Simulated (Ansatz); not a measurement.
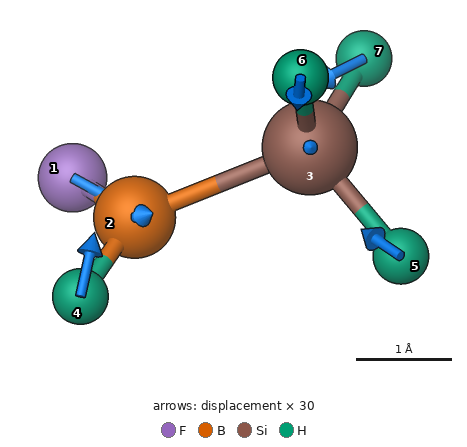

A relaxation of BSiH$_{4}$F. The starting structure is drawn; blue arrows show the displacements, magnified 30 times. The two geometries are superimposed by the best rigid fit.

A ball-and-stick model, seen from a free direction.

The start comes from PBE-D4/def2-SVP.

Level of theory: RKS PBE0-D4/def2-TZVP in Ansatz. Set-up: force threshold 0.005 eV/Å; at most 150 steps.

Question: Describe the change and its energy.

Answer: The largest move after the best rigid fit is that of F1, 0.026 Å. By element the largest moves are F 0.026 Å, H 0.025 Å, B 0.010 Å, Si 0.004 Å. Near-neighbour distances that change, for instance: B2–H4 1.225 → 1.203 Å, Si3–H5 1.509 → 1.490 Å, F1–B2 1.332 → 1.321 Å, B2–Si3 2.042 → 2.035 Å. The energy falls by 1.79 kJ/mol in 3 accepted moves (4 points after the start). Largest force component: 0.47 eV/Å at the start, 0.0036 eV/Å at the end. The line search rejected the trial step at point 2 of the run.
